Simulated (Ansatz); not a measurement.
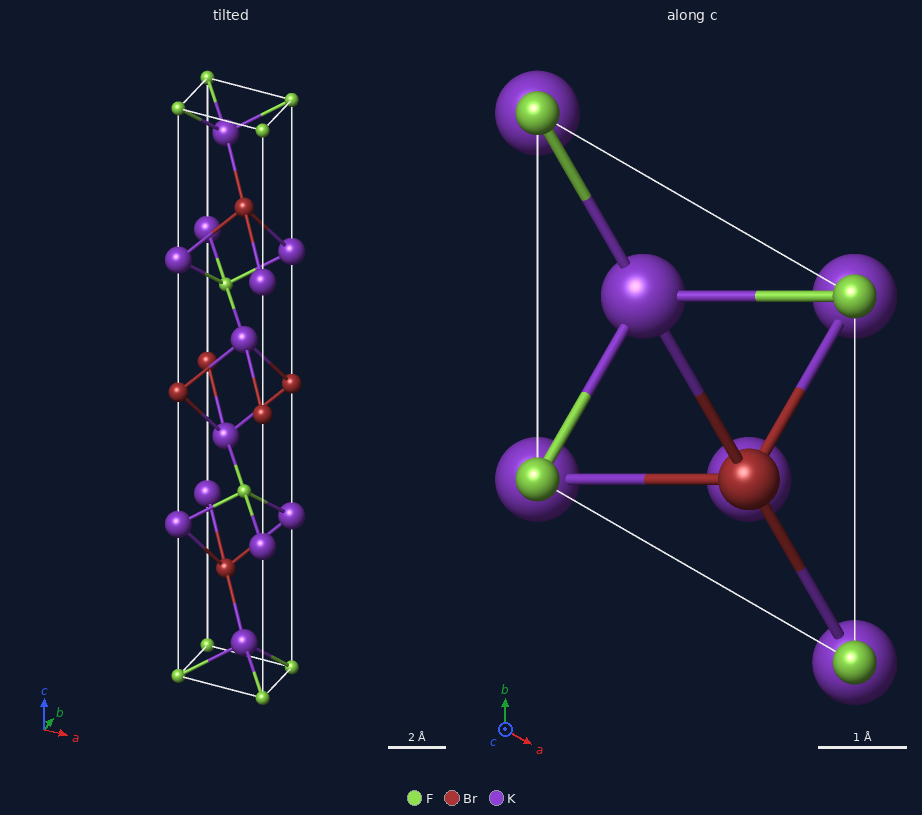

View slightly off an axis and along the c axis, drawn as a ball-and-stick model. The lines enclose the conventional unit cell; boundary atoms appear with their images.

K₂BrF, space group R-3m (No. 166), a = 4.178 Å, b = 4.178 Å, c = 20.905 Å, α = 90.00°, β = 90.00°, γ = 120.00°. Origin of the cell: a structure type filled with these elements by a generator (whether the compound takes this form wasn't checked). Earlier steps of the study may have refined or changed the cell and positions. A calculation with Ansatz used it as input.

This one geometry was computed with Ansatz (DFT, plane waves, PAW) at five levels of theory: PBE, r2SCAN, PBE0, PBE with spin-orbit coupling and HSE06. It was relaxed beforehand with r2SCAN.

Question: How does the band gap change with the level of theory?

Answer: PBE with spin-orbit coupling: a gap of 3.97 eV, direct; PBE: a gap of 4.14 eV, direct; r2SCAN: a gap of 4.72 eV, direct; HSE06: a gap of 5.36 eV, direct; PBE0: a gap of 6.09 eV, direct.

Question: Collect the results in a table.

Answer:
| level | cutoff (eV) | k-mesh of the run's cell | gap (eV) | pressure (GPa) |
| --- | --- | --- | --- | --- |
| PBE | 420 | 8×8×8 | 4.14 | 1.1 |
| r2SCAN | 500 | 8×8×8 | 4.72 | 0.0 |
| PBE0 | 420 | 6×6×6 | 6.09 | 0.6 |
| PBE with spin-orbit coupling | 420 | 8×8×8 | 3.97 | 1.1 |
| HSE06 | 420 | 6×6×6 | 5.36 | 0.6 |

Gaps are taken on the k-mesh or band path of each run.
